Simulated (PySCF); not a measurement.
**N2H3 (hydrazinyl radical) at USVWN5/def2-TZVP**

Aim: the energy change on altering one bond length of N2H3 (hydrazinyl radical) at USVWN5/def2-TZVP, from 2 runs. 

The results are computed with PySCF 2.14.0.

2 further runs of the same task are left out: 2 set aside as unsound or not needed. Runs told in other sessions of the task aren't counted.

## 1. Starting point

N2H3 has 5 atoms, charge 0, and is taken as a doublet. SMILES: `[NH]N`. Geometry: relaxed at GFN2-xTB. This is one conformer, not always the lowest.

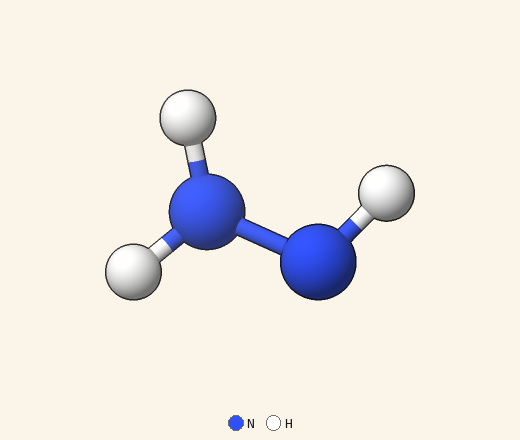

The structure, seen from a chosen angle (nitrogen blue, hydrogen white).

## 2. A single-point energy at USVWN5/def2-TZVP

Contents of geometry.xyz:

```xyz
5
H3N2
N     -0.174970    -0.805480     0.447260
N     -0.126270     0.251970    -0.365880
H      0.751750    -0.989150     0.831090
H     -1.043070     0.577800    -0.638700
H      0.592550     0.964850    -0.273770
```

Contents of input.py:

```python
from pyscf import gto, dft

molecule = gto.M(
    atom='geometry.xyz',
    max_memory=1860,
    basis='def2-tzvp',
    verbose=3,
    charge=0,
    spin=1,
)

myscf = dft.UKS(molecule, xc='svwn')
myscf.conv_tol = 1e-10
myscf.grids.level = 5
myscf.kernel()
if not myscf.converged:
    myscf = myscf.newton().run(myscf.mo_coeff, myscf.mo_occ)

energy = myscf.e_tot
print('E(%s) = %.9f' % ('SVWN5', energy))
```

Launch:

```sh
$ OMP_NUM_THREADS=1 python input.py
```

The program printed:

```text
converged SCF energy = -110.366164826651  <S^2> = 0.75178726  2S+1 = 2.0017865
E(SVWN5) = -110.366164827
```

It took 10 s on 1 thread of Arm Neoverse V1, shared host; peak memory 0.25 GiB.

## 3. The distorted shape, same level

Contents of input.py:

```python
from pyscf import gto, dft

mol = gto.M(
    atom='''
N     -0.358256    -2.121658     1.306207
N     -0.238616     0.476154    -0.691413
H      1.392991    -2.468744     2.031541
H     -1.971117     1.091884    -1.206968
H      1.119757     1.823302    -0.517350
''',
    verbose=3,
    basis='def2-tzvp',
    charge=0,
    max_memory=1860,
    unit='bohr',
    spin=1,
)

ks = dft.UKS(mol, xc='svwn')
ks.conv_tol = 1e-10
ks.grids.level = 5
ks.kernel()
if not ks.converged:
    ks = ks.newton().run(ks.mo_coeff, ks.mo_occ)

e_tot = ks.e_tot
print('E = %.10f Eh' % e_tot)
```

Launch:

```sh
$ OMP_NUM_THREADS=1 python input.py
```

The program printed:

```text
converged SCF energy = -110.296591317094  <S^2> = 0.75285704  2S+1 = 2.002855
E = -110.2965913171 Eh
```

Wall time 11 s (1 thread of Arm Neoverse V1, shared host); peak memory 0.25 GiB.

## 4. Results

Level: USVWN5/def2-TZVP.

```
                                                         quantity          value
                                        first shape: total energy  -110.36616 Eh
                                       first shape: dipole moment         2.74 D
                  first shape: HOMO energy (highest over α and β)       -3.74 eV
                   first shape: LUMO energy (lowest over α and β)       -2.40 eV
                                                first shape: ⟨S²⟩          0.752
                                    distorted shape: total energy  -110.29659 Eh
                                   distorted shape: dipole moment         2.30 D
              distorted shape: HOMO energy (highest over α and β)       -5.39 eV
               distorted shape: LUMO energy (lowest over α and β)       -3.96 eV
                                            distorted shape: ⟨S²⟩          0.753
energy change with the N1–N2 bond stretched from 1.335 to 1.735 Å       1.893 eV
```

What this shows: With the N1–N2 bond stretched from 1.335 to 1.735 Å the energy rises by 1.89 eV (183 kJ/mol). The first shape isn't relaxed at this level, so the change isn't measured from a minimum. Mulliken charges (distorted shape) run from -0.46 on N2 to +0.28 on H4; they depend strongly on the basis.
